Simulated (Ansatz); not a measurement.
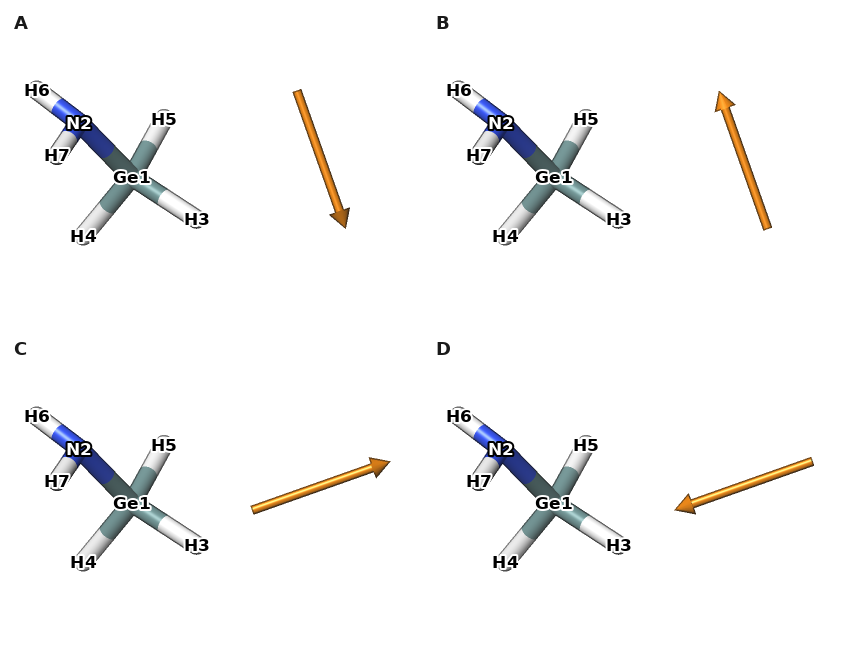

The same molecule four times, each with an arrow. The geometry was computed by an optimisation with PBE0-D4/def2-TZVP. Properties computed with RKS PBE0-D4/def2-TZVP (Ansatz 0.2.0).

> Which arrow points along the dipole moment, from the negative to the positive end?

D. The dipole moment is 1.16 D; it points from the side of H3, H5 to the side of H4, H6, H7 (the outermost atoms at the two ends).
